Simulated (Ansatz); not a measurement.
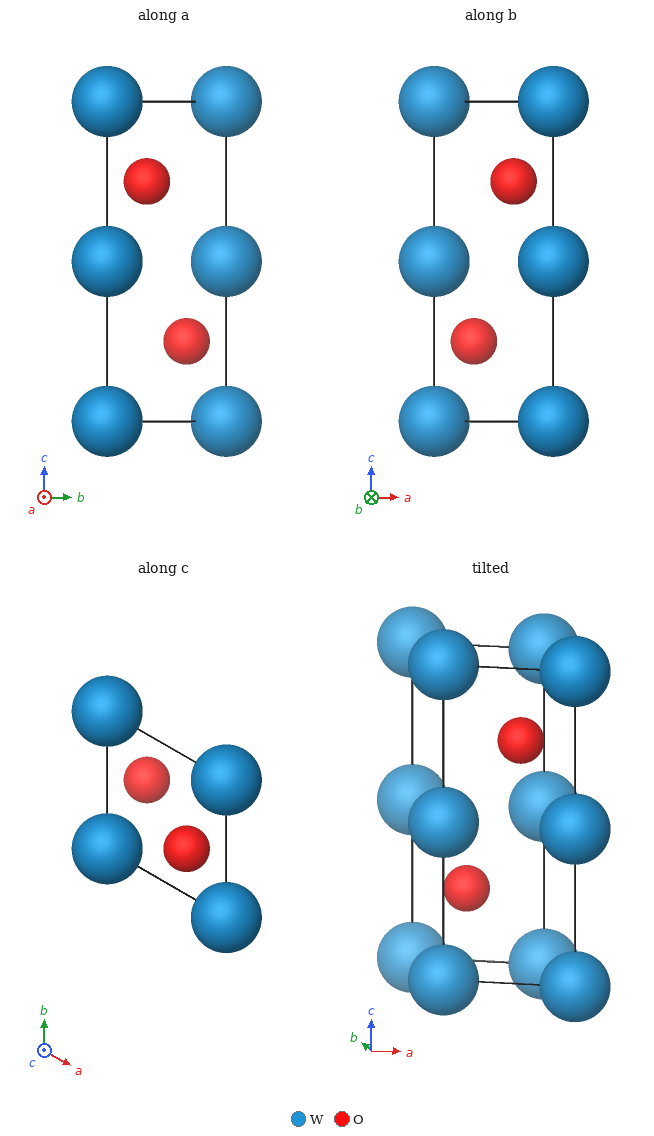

Crystal structure, spheres-only style, seen along the a axis, along the b axis, along the c axis and slightly off an axis. The edges of the conventional unit cell are marked.

Lattice parameters: a = 2.7508 Å, b = 2.7508 Å, c = 6.3950 Å, α = 90.000°, β = 90.000°, γ = 120.000°.

Question: Record the structure as a CIF in P1 with every atom of the cell.

Answer:
```cif
data_structure
_symmetry_space_group_name_H-M 'P 1'
_symmetry_Int_Tables_number 1
_cell_length_a 2.7508
_cell_length_b 2.7508
_cell_length_c 6.3950
_cell_angle_alpha 90.000
_cell_angle_beta 90.000
_cell_angle_gamma 120.000
_cell_volume 41.91
loop_
_atom_site_label
_atom_site_type_symbol
_atom_site_fract_x
_atom_site_fract_y
_atom_site_fract_z
_atom_site_occupancy
W1 W 0.0000 0.0000 0.0000 1
W2 W 0.0000 0.0000 0.5000 1
O1 O 0.3333 0.6667 0.2500 1
O2 O 0.6667 0.3333 0.7500 1
```

Its origin is a structure type filled with these elements by a generator (whether the compound takes this form wasn't checked). Earlier steps of the study, as a rule a relaxation of our own, may have changed the cell and positions, so they can lie some per cent off the listed ones. It went into a calculation with Ansatz.
